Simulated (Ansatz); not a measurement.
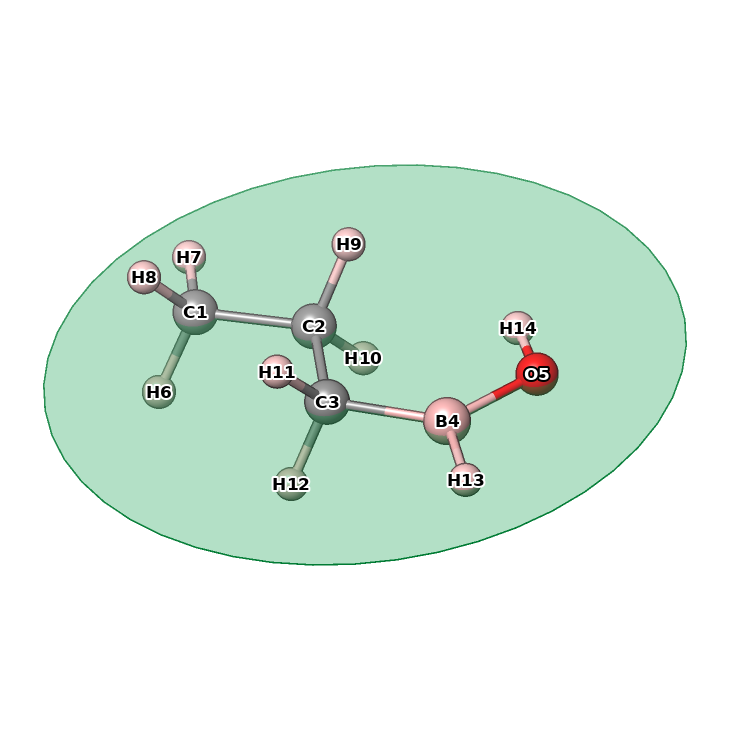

A disc through the centre of mass is drawn in. Depth is shown by fading: the farther an atom, the more it takes the colour of the background. Computed geometry: PBE-D4/def2-SVP optimisation. No frequency run is at hand to confirm it as a minimum.

Is the plane of the disc a mirror plane of the structure?

Yes. The reflection leaves C1, C2, C3, B4, O5, H7, H13, H14 in place and moves H6 ↔ H8; H9 ↔ H10; H11 ↔ H12. The point group is Cs.
